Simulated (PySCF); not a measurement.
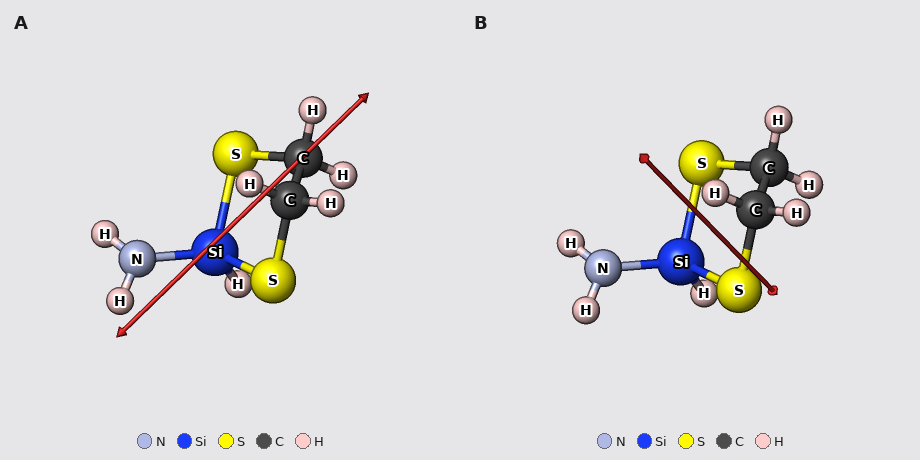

The double arrows show the directions of two transition dipoles from the ground state (lengths mean nothing). The computed structure is the end point of a GFN2-xTB optimisation. No frequency run is at hand to confirm it as a minimum. Level of theory: TDDFT CAM-B3LYP/def2-SVPD, vertical, gas phase, core orbitals frozen in the response (PySCF 2.14.0).

**One belongs to singlet state 3 and one to singlet state 7. Which is which?**

A: state 7, 6.86 eV (181 nm), oscillator strength 0.026, of mixed character, with the largest part HOMO−2 → LUMO+1 (weight 0.15).
B: state 3, 6.20 eV (200 nm), oscillator strength 0.017, of mixed character, with the largest part HOMO → LUMO+1 (weight 0.48).

The geometry is semi-empirical. Around Si such bond lengths and angles can be off by a tenth of an ångström or more and by several degrees, and values that hang on the shape move with them.
